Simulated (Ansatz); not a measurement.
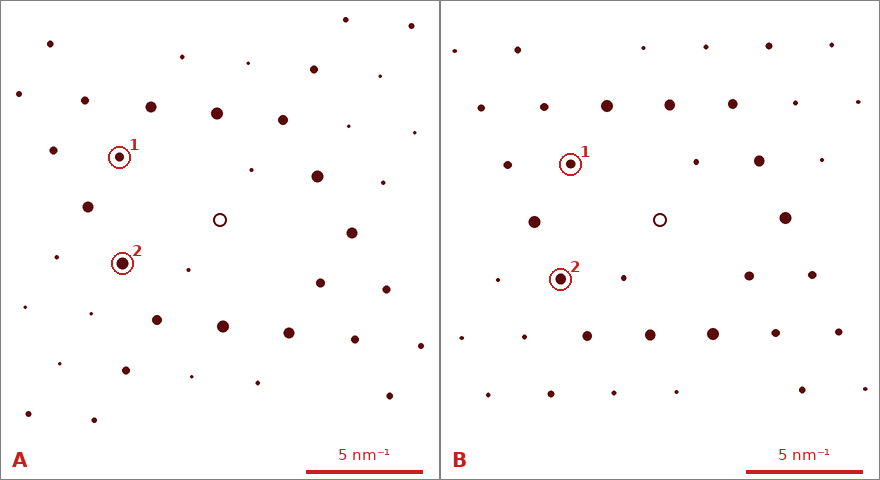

Kinematic electron diffraction patterns (200 kV, B = 0.5 Å², same scale) along [001] of the run's own cell, for the start and the end of one relaxation of Si2C with DFT PBE, scalar-relativistic, plane waves, PAW in Ansatz 0.2.0. k mesh 10×10×10. The start is a generated model structure, and the relaxation ends in the nearest stationary point of its symmetry, not necessarily the ground state. Spot 1 is -1 -1 0 and spot 2 is 1 -2 0 in both.

Start structure:

```
CELL_PARAMETERS angstrom
-2.76821 2.76821 2.25089
2.76821 -2.76821 2.25089
2.76821 2.76821 -2.25089
ATOMIC_POSITIONS crystal
Si 0.17066 0.67066 0.84131
Si 0.67066 0.82934 0.50000
Si 0.82934 0.32934 0.15869
Si 0.32934 0.17066 0.50000
C 0.75000 0.75000 0.00000
C 0.25000 0.25000 0.00000
```

Q: Which pattern belongs to the start structure, and which to the relaxed one?

A: A is the start: its cell gives d(1) = 1.951 Å, d(2) = 2.169 Å and an angle of 56.2°. B is the relaxed structure, with d(1) = 2.195 Å (+12.5 %), d(2) = 2.005 Å (-7.6 %) and 62.8°.

Q: Summarise the relaxation behind the change.

A: The volume changed by -4.4 % to 11.00 Å³ an atom; with the mean shift removed, the atoms moved by up to 0.08 Å relative to the cell (Si most); the space group stayed I4/mcm (No. 140); the free energy fell by 370 meV an atom. Relaxed cell: a = 4.445 Å, b = 4.445 Å, c = 4.445 Å, α = 114.93°, β = 114.93°, γ = 99.04°.
